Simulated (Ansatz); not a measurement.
The Ansatz input:

```
crystal:
  lattice:
    - [3.2124719328, 0.0, 0.0]
    - [0.0, 3.2124719328, 0.0]
    - [0.0, 0.0, 9.7986631188]
  atoms:
    - { symbol: "Y", position: [0.0, 0.0, 0.0] }
    - { symbol: Zr, position: [0.5, 0.5, 0.7264849016] }
    - { symbol: Zr, position: [0.0, 0.0, 0.5] }
    - { symbol: Zr, position: [0.5, 0.5, 0.2735150984] }
basis:
  ecutwfc: 420
kpoints:
  mp_grid: { grid: [14, 14, 6] }
  band_path:
    path:
      - [[0.0, 0.0, 0.0], [0.0, 0.5, 0.0], [0.5, 0.5, 0.0], [0.0, 0.0, 0.0], [0.0, 0.0, 0.5], [0.0, 0.5, 0.5], [0.5, 0.5, 0.5], [0.0, 0.0, 0.5]]
      - [[0.0, 0.5, 0.0], [0.0, 0.5, 0.5]]
      - [[0.5, 0.5, 0.0], [0.5, 0.5, 0.5]]
    npoints: 14
hamiltonian:
  xc: pbe
scf:
  occupations: { method: gaussian, width: 0.1 }
  n_extra_bands: 10
output:
  forces: true
  stress: true
  eigenvalues: true
  populations: true
  dos: { projected: true, de: 0.02, nscf_kmesh: { grid: [17, 17, 8] } }
  bader: true
  write_density: true
  write_potential: true
  elf: true
  volumetric_format: npy
```

Run as:
```bash
ansatz run input.yaml --threads 1 --pin off --max-ram 2560MiB --backend cpu --events-out ev --progress --plain --runs-dir out
```

What Bader charges does it give?

The Bader charges are Y +0.65 e and Zr from −0.38 to +0.11 e. Electrons move from Y to Zr, 0.6 e a cell. The charges of the Zr atoms differ by up to 0.50 e, so they sit on unlike sites. Zr has the largest basins, 26.1 Å³ on average, and Y the smallest, 22.9 Å³.

The structure is an invented one, so it need not be a known or stable phase.

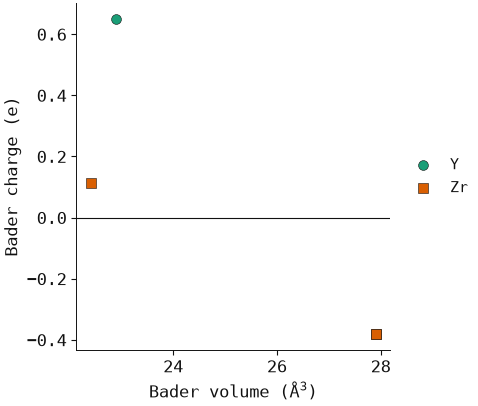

Bader charges of the atoms (positive: electrons lost), against the volumes of their basins.
